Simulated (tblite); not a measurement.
**C4H8FSi3: geometry relaxation (part 1 of 2)**

System: C4H8FSi3, multiplicity 2.
Method: GFN2-xTB geometry optimisation, gas phase (tblite 0.8.0).

It belongs to a series of runs on one base structure; here: H removed from Si.

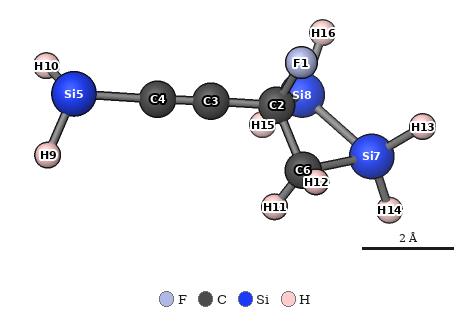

Fig. 1: The starting structure (ball-and-stick view, seen at a tilt; atoms are numbered from 1 in the order of the input). Bond lengths as drawn: C–C 1.19 to 1.57 Å, C–F 1.36 Å, C–H 1.10 Å, C–Si 1.87 to 1.94 Å, H–Si 1.48 to 1.50 Å and Si–Si 2.24 Å.

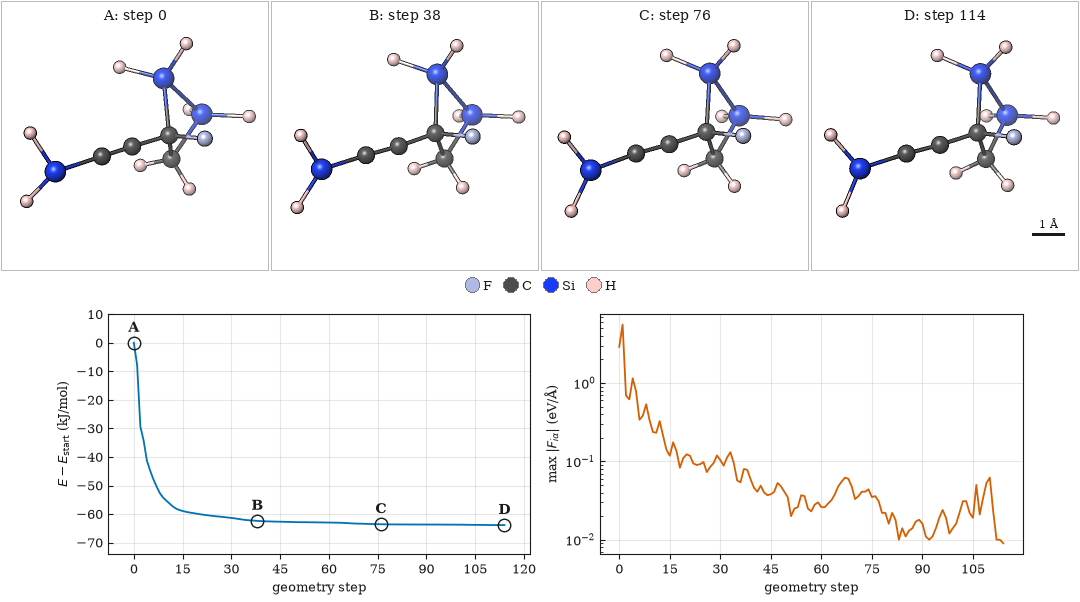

Fig. 2: Frames of the relaxation (ball-and-stick view, seen at a tilt) above the curves, on which the letters mark them (steps are counted from 0).

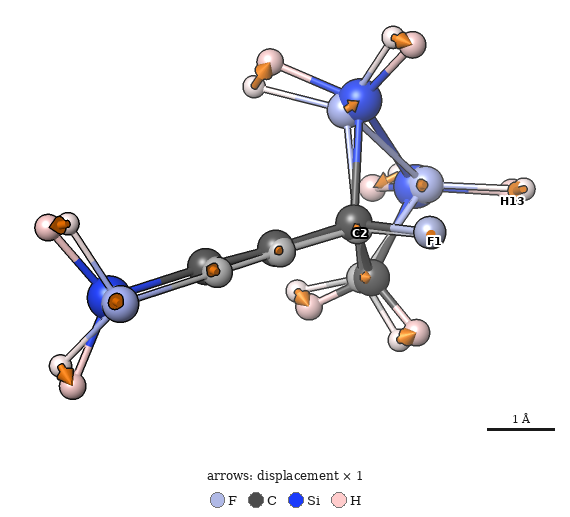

Fig. 3: Start (faint) and end (solid) with the displacements as orange arrows, at true length (ball-and-stick view, seen at a tilt). The two geometries are laid on each other by the best rigid fit. H13 moves most after the best rigid fit: 0.65 Å. By element the largest moves are H 0.65 Å, Si 0.36 Å, C 0.27 Å, F 0.10 Å. Among the contacts that change: Si7–Si8 2.239 → 2.334 Å, C4–Si5 1.868 → 1.800 Å, F1–C2 1.360 → 1.420 Å, C2–C3 1.465 → 1.425 Å. Among the angles that change: H9–Si5–H10 108.1° → 117.7°, Si7–Si8–H16 116.7° → 125.9°, F1–C2–C6 115.5° → 107.5°. Over 114 geometry steps the energy falls by 63.8 kJ/mol. The largest force component goes from 2.9 to 0.009 eV/Å. (Atoms are counted from 1 in the order of the input.)

The input and output of the run follow.

**Input**
```
{"job": {"kind": "relax", "xc": "GFN2-xTB", "basis": "xTB"}, "charge": 0, "multiplicity": 2}
F     -1.168400    -0.545300     1.707000
C     -0.532700    -0.193600     0.557600
C      0.879400     0.031700     0.875500
C      2.024200     0.247400     1.127100
Si     3.813100     0.556500     1.568500
C     -1.215700     0.950000    -0.268800
Si    -2.489100    -0.187500    -1.127300
Si    -0.743300    -1.554200    -0.811700
H      4.286000     1.816300     0.932100
H      4.664700    -0.555500     1.078400
H     -0.564300     1.457100    -0.992900
H     -1.690400     1.719500     0.350000
H     -3.695400    -0.448600    -0.274500
H     -2.792500     0.223500    -2.522100
H      0.267000    -1.497900    -1.903700
H     -1.050000    -2.933400    -0.306600
```

The first line tells a small driver script what to run in tblite; the rest is the geometry in Å.

Run as:
```bash
OMP_NUM_THREADS=1 python <driver script> task.json out
```

**What the program printed**
```
step      E/eV     max force
  0    -608.92546    3.015
  1    -609.00584    5.900
  2    -609.22918    0.923
  3    -609.28010    0.655
  4    -609.35266    1.197
  5    -609.38906    0.832
  6    -609.42048    0.380
  7    -609.44739    0.513
  8    -609.47124    0.563
  9    -609.48727    0.398
 10    -609.49837    0.289
 11    -609.50915    0.321
 12    -609.51972    0.375
 13    -609.52741    0.245
 14    -609.53239    0.176
 15    -609.53593    0.147
 16    -609.53878    0.180
 17    -609.54117    0.157
 18    -609.54312    0.111
 19    -609.54502    0.124
 20    -609.54700    0.154
 21    -609.54885    0.135
 22    -609.55045    0.096
 23    -609.55193    0.093
 24    -609.55341    0.106
 25    -609.55481    0.108
 26    -609.55602    0.097
 27    -609.55717    0.111
 28    -609.55842    0.115
 29    -609.55977    0.134
 30    -609.56117    0.121
 31    -609.56266    0.107
 32    -609.56440    0.138
 33    -609.56633    0.138
 34    -609.56804    0.117
 35    -609.56925    0.076
 36    -609.57010    0.074
 37    -609.57092    0.082
 38    -609.57182    0.084
 39    -609.57261    0.078
 40    -609.57316    0.048
 41    -609.57354    0.045
 42    -609.57388    0.053
 43    -609.57422    0.048
 44    -609.57455    0.044
 45    -609.57486    0.040
 46    -609.57517    0.060
 47    -609.57548    0.067
 48    -609.57581    0.055
 49    -609.57613    0.042
 50    -609.57638    0.036
 51    -609.57652    0.023
 52    -609.57662    0.026
 53    -609.57672    0.032
 54    -609.57687    0.040
 55    -609.57706    0.040
 56    -609.57726    0.031
 57    -609.57741    0.029
 58    -609.57753    0.031
 59    -609.57768    0.033
 60    -609.57788    0.032
 61    -609.57809    0.037
 62    -609.57830    0.038
 63    -609.57852    0.041
 64    -609.57885    0.047
 65    -609.57939    0.060
 66    -609.58015    0.071
 67    -609.58091    0.071
 68    -609.58145    0.073
 69    -609.58177    0.057
 70    -609.58202    0.037
 71    -609.58238    0.041
 72    -609.58281    0.043
 73    -609.58323    0.052
 74    -609.58356    0.059
 75    -609.58383    0.042
 76    -609.58404    0.036
 77    -609.58428    0.031
 78    -609.58444    0.023
 79    -609.58458    0.028
 80    -609.58467    0.019
 81    -609.58476    0.026
 82    -609.58482    0.020
 83    -609.58487    0.014
 84    -609.58490    0.017
 85    -609.58492    0.014
 86    -609.58495    0.014
 87    -609.58500    0.015
 88    -609.58504    0.018
 89    -609.58509    0.021
 90    -609.58513    0.018
 91    -609.58516    0.013
 92    -609.58518    0.011
 93    -609.58520    0.014
 94    -609.58523    0.018
 95    -609.58529    0.022
 96    -609.58538    0.025
 97    -609.58547    0.021
 98    -609.58552    0.015
 99    -609.58555    0.015
100    -609.58559    0.017
101    -609.58566    0.026
102    -609.58581    0.037
103    -609.58603    0.038
104    -609.58622    0.028
105    -609.58633    0.026
106    -609.58637    0.051
107    -609.58644    0.025
108    -609.58654    0.035
109    -609.58677    0.054
110    -609.58689    0.064
111    -609.58694    0.028
112    -609.58699    0.012
113    -609.58700    0.011
114    -609.58702    0.010
```

**Trajectory as extended XYZ (Å, eV, eV/Å), 14 of the 115 frames kept, from step=0 to step=114**
```
16
Properties=species:S:1:pos:R:3:forces:R:3 step=0 energy=-608.92546
F    -1.1684   -0.5453    1.7070   -0.9090   0.0910   0.5250
C    -0.5327   -0.1936    0.5576    2.4550   0.6090  -1.1590
C     0.8794    0.0317    0.8755   -2.5660   0.0520  -0.4670
C     2.0242    0.2474    1.1271    2.8960   0.4980   0.6750
Si    3.8131    0.5565    1.5685   -0.5400  -0.1140  -1.0030
C    -1.2157    0.9500   -0.2688   -0.8070   0.1250   0.7710
Si   -2.4891   -0.1875   -1.1273   -1.4490   0.3750  -0.7990
Si   -0.7433   -1.5542   -0.8117    0.1980  -1.8950  -0.2650
H     4.2860    1.8163    0.9321   -0.1980  -0.2690   0.3680
H     4.6647   -0.5555    1.0784   -0.2240   0.1840   0.3110
H    -0.5643    1.4571   -0.9929    0.1070  -0.3680   0.5050
H    -1.6904    1.7195    0.3500    0.4290  -0.0300   0.1400
H    -3.6954   -0.4486   -0.2745    0.3980   0.2900  -0.4420
H    -2.7925    0.2235   -2.5221   -0.1950   0.0590   0.4030
H     0.2670   -1.4979   -1.9037   -0.0800  -0.0990   0.5660
H    -1.0500   -2.9334   -0.3066    0.4820   0.4930  -0.1290
16
Properties=species:S:1:pos:R:3:forces:R:3 step=9 energy=-609.48727
F    -1.2287   -0.5335    1.6219   -0.0240  -0.1160   0.1390
C    -0.4761   -0.1833    0.4756    0.0060  -0.0550   0.0900
C     0.8598    0.1463    0.8517    0.3360  -0.2100   0.0370
C     2.0475    0.2585    1.1036   -0.0120   0.0900  -0.1660
Si    3.8136    0.5462    1.4214   -0.1430  -0.0050  -0.1630
C    -1.2562    0.9332   -0.2355    0.0300  -0.0550  -0.1620
Si   -2.5378   -0.1570   -1.1783   -0.0340   0.0080   0.0710
Si   -0.7893   -1.6436   -0.8240    0.0050   0.0160  -0.0010
H     4.2811    1.8692    1.0003   -0.0180  -0.2060   0.1060
H     4.6806   -0.6034    1.1472   -0.1250   0.2070   0.0750
H    -0.5664    1.4078   -0.9320   -0.0350   0.1780  -0.0500
H    -1.6019    1.6855    0.4700   -0.0490   0.0230  -0.0160
H    -3.7291   -0.3768   -0.3520   -0.0410   0.0750  -0.1060
H    -2.8995    0.2981   -2.5232   -0.0530   0.0890   0.0490
H     0.3076   -1.5728   -1.7979    0.0340  -0.1210   0.0490
H    -0.9129   -2.9883   -0.2601    0.1240   0.0820   0.0490
16
Properties=species:S:1:pos:R:3:forces:R:3 step=18 energy=-609.54312
F    -1.2269   -0.5584    1.6256   -0.0420  -0.0520   0.0240
C    -0.4821   -0.2113    0.4682    0.0080   0.0380   0.0700
C     0.8618    0.0772    0.8312    0.0400   0.0700  -0.0760
C     2.0478    0.2875    1.0053    0.0830  -0.0180  -0.0440
Si    3.7934    0.5532    1.3673    0.0330   0.0140  -0.0150
C    -1.2523    0.9253   -0.2345   -0.0260   0.0110  -0.0100
Si   -2.5442   -0.1439   -1.1813   -0.0250  -0.0160  -0.0200
Si   -0.7980   -1.6586   -0.8275   -0.0320   0.0190  -0.0030
H     4.3106    1.8755    1.0519    0.0060  -0.0550   0.0400
H     4.6801   -0.5875    1.1898   -0.0360   0.0740   0.0170
H    -0.5803    1.4444   -0.9187    0.0350  -0.0240  -0.0080
H    -1.6110    1.6675    0.4775   -0.0390  -0.0520   0.0410
H    -3.7753   -0.3241   -0.4063   -0.0010  -0.0100   0.0150
H    -2.9394    0.3675   -2.4962    0.0420   0.0450  -0.0440
H     0.3364   -1.6501   -1.7600   -0.0070  -0.0130  -0.0490
H    -0.8280   -2.9781   -0.2037   -0.0410  -0.0300   0.0620
16
Properties=species:S:1:pos:R:3:forces:R:3 step=26 energy=-609.55602
F    -1.2066   -0.5811    1.6300    0.0360  -0.0090   0.0450
C    -0.4802   -0.2167    0.4660   -0.0150   0.0230   0.0000
C     0.8676    0.0925    0.7940    0.0510  -0.0250   0.0190
C     2.0640    0.2787    0.9286    0.0160   0.0340   0.0210
Si    3.7891    0.5670    1.3548    0.0480   0.0000  -0.0170
C    -1.2654    0.9120   -0.2252   -0.0480   0.0380  -0.0420
Si   -2.5476   -0.1437   -1.1958   -0.0100  -0.0180  -0.0030
Si   -0.8055   -1.6659   -0.8189   -0.0730  -0.0270  -0.0580
H     4.3466    1.8818    1.0944   -0.0230   0.0110   0.0160
H     4.6889   -0.5637    1.2133    0.0070  -0.0050   0.0090
H    -0.5853    1.4397   -0.8941   -0.0180   0.0550  -0.0140
H    -1.6481    1.6355    0.4919    0.0180   0.0120   0.0530
H    -3.7841   -0.3173   -0.4217    0.0290  -0.0080  -0.0570
H    -2.9063    0.4179   -2.5054    0.0230  -0.0250   0.0230
H     0.3101   -1.6873   -1.7738   -0.0040  -0.0170  -0.0200
H    -0.8449   -2.9633   -0.1494   -0.0370  -0.0360   0.0250
16
Properties=species:S:1:pos:R:3:forces:R:3 step=35 energy=-609.56925
F    -1.1292   -0.5939    1.6438    0.0180   0.0060   0.0080
C    -0.4565   -0.2219    0.4462   -0.0190   0.0370  -0.0120
C     0.9008    0.0930    0.7309    0.0180  -0.0030  -0.0100
C     2.0917    0.3066    0.8814    0.0030  -0.0160   0.0180
Si    3.8146    0.5797    1.3173    0.0140   0.0100   0.0160
C    -1.2806    0.9119   -0.2005   -0.0500  -0.0010  -0.0570
Si   -2.5407   -0.1357   -1.2109   -0.0430  -0.0150   0.0100
Si   -0.8417   -1.6916   -0.8107   -0.0200   0.0560  -0.0110
H     4.3607    1.9142    1.1637    0.0010  -0.0090  -0.0010
H     4.7216   -0.5509    1.2479   -0.0040   0.0260  -0.0170
H    -0.6386    1.4954   -0.8620    0.0500  -0.0080   0.0440
H    -1.6723    1.5971    0.5516    0.0140  -0.0550   0.0080
H    -3.8057   -0.3334   -0.4945   -0.0040   0.0310  -0.0340
H    -2.8432    0.4449   -2.5281    0.0130  -0.0350   0.0510
H     0.2411   -1.7677   -1.8004    0.0110  -0.0520   0.0280
H    -0.9295   -2.9616   -0.0872   -0.0030   0.0280  -0.0390
```
